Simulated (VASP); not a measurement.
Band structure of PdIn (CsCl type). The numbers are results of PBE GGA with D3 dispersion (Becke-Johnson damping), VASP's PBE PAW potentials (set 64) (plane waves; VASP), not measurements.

Unless said otherwise, spin-orbit coupling is left out, though it shifts the bands of the heavy elements here.

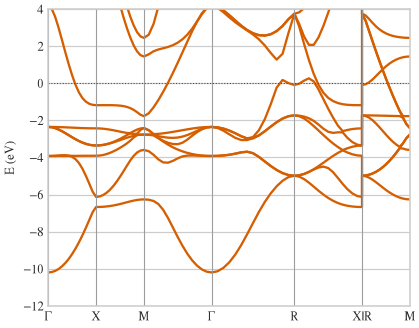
Bands along high-symmetry lines, zero at the valence-band maximum or, without a gap, the Fermi level

Read the plot: is there a gap, and where are the band edges?

It has no gap at this level: it comes out as a metal or semimetal. (Edges off the drawn lines would not show.)

The compound is PdIn in the CsCl type structure. It was relaxed first. The electron count is odd and the run is not spin-polarised, which forces a metal.
